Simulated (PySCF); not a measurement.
**[ReO4]3- (O4Re, charge −3, triplet): what the electrons do**

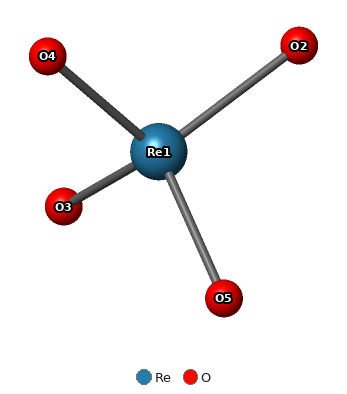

The molecule, with its atoms numbered as below. No frequency check shows the geometry to be a minimum.

Geometry (Å), atoms numbered from 1:

```
Re1      0.0003   -0.0001   -0.0009
O2       1.2685    0.9448   -1.1120
O3      -1.2697   -0.9450   -1.1119
O4      -0.9508    1.2629    1.1157
O5       0.9490   -1.2619    1.1167
```

### 1. Bonding charge

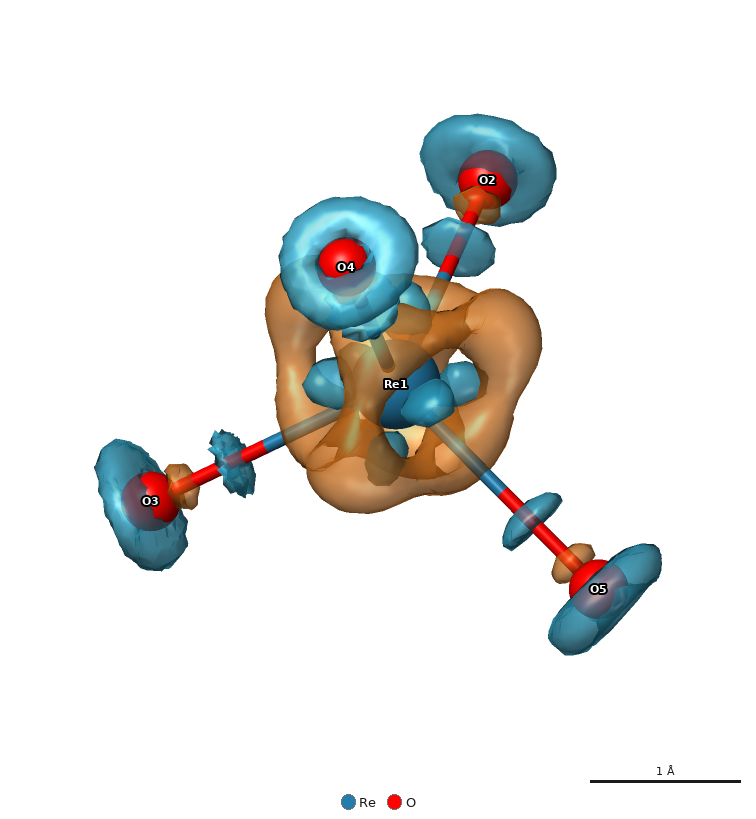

Deformation density (molecule less spherical, spin-averaged free atoms at the same positions), surfaces at ±0.2 e/Å³; light blue: gain, orange: loss.

PySCF calculation, PBE0/def2-SVPD, gas phase; geometry: GFN2-xTB. Core potentials replace the inner electrons of Re; spin–orbit coupling isn't included. The highest occupied orbitals have positive energy: in the gas phase this ion holds its electrons only through the finite basis. This is a single-reference result, which may miss multireference character in this system. The stability of the open-shell solution wasn't checked. GFN2-xTB doesn't know the spin state, so this open-shell geometry is rough.

How much density has each bond gained at its critical point, relative to the free atoms?

Answer. Re1–O2, Re1–O3 and Re1–O5: +0.05 e/Å³ at the bond critical point (bond length 1.93 Å); up to 0.6 Å beside the axis the gain reaches +0.23 e/Å³. Re1–O4: +0.05 e/Å³ at the bond critical point (bond length 1.94 Å); up to 0.6 Å beside the axis the gain reaches +0.23 e/Å³. In all, 3.9 electrons gather in the regions of gain relative to the promolecule of neutral atoms (this includes the anion's extra charge). A small or negative value marks a very polar bond, one between electron-rich atoms, whose free-atom densities already overlap strongly, a long bond to a heavier atom, or a closed-shell contact such as a hydrogen bond.

Where do the Hirshfeld charges lie?

Answer. The highest Hirshfeld charge is on Re1 (+0.20 e), the lowest on O2, O3, O4 and O5 (−0.80 e).

```csv
atom,charge (e)
Re1,+0.20
O2,−0.80
O3,−0.80
O4,−0.80
O5,−0.80
```

### 2. Bond critical points

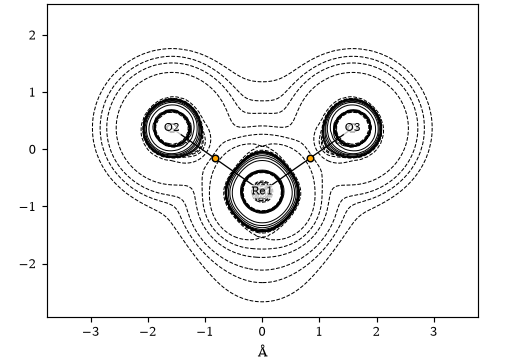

Negative Laplacian of the density (−∇²ρ) in the plane of Re1, O2 and O3 (solid lines positive, dashed lines negative, contours at ±0.02 to ±8 a.u.), with bond paths and bond critical points (dots).

At which bond critical points in this plane is charge locally concentrated, and at which depleted?

Answer. At none is it concentrated. Depleted (∇²ρ > 0): Re1–O2 and Re1–O3 (+0.53 a.u., H = −0.055). A positive Laplacian with negative H is typical of metal–ligand bonds.

### 3. Spin density

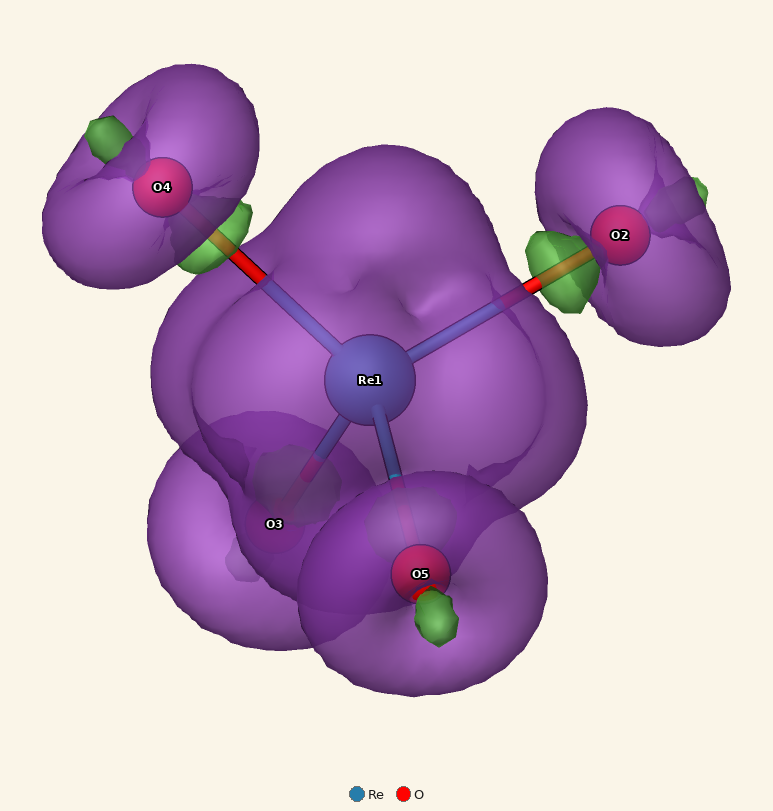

Spin density ρα − ρβ at ±0.02 e/Å³ (purple: excess α, green: excess β).

Where is the unpaired spin?

Answer. Hirshfeld spin populations: Re1 +1.42 and O2, O3, O4 and O5 +0.15. ⟨S²⟩ = 2.01, against 2.00 for a pure state.

The PySCF run shown took 25 s on 1 thread of INTEL(R) XEON(R) PLATINUM 8581C CPU @ 2.30GHz (Emerald Rapids), on a shared host.
